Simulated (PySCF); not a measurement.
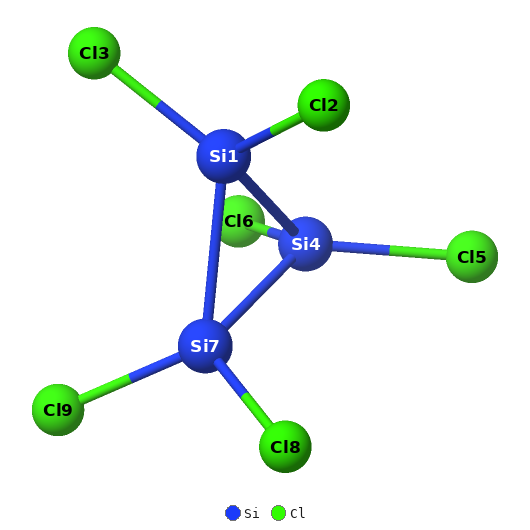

Computed geometry: PBE0-D3(BJ)/def2-SVP optimisation. No frequency run is at hand to confirm it as a minimum. Level of theory: delta-SCF UKS SCAN, pcX-2 on the ionised atom (unc-x2c-TZVPall on a metal), pcseg-1 elsewhere, spin-free X2C (PySCF 2.14.0).

Give the core-electron binding energies (to vacuum; p and d levels without spin–orbit splitting) of Si1 1s, Si1 2p, Cl2 1s, Cl2 2p.

| atom | level | binding energy (eV) |
| --- | --- | --- |
| Si1 | 1s | 1848.3 |
| Si1 | 2p | 108.5 |
| Cl2 | 1s | 2828.9 |
| Cl2 | 2p | 206.9 |
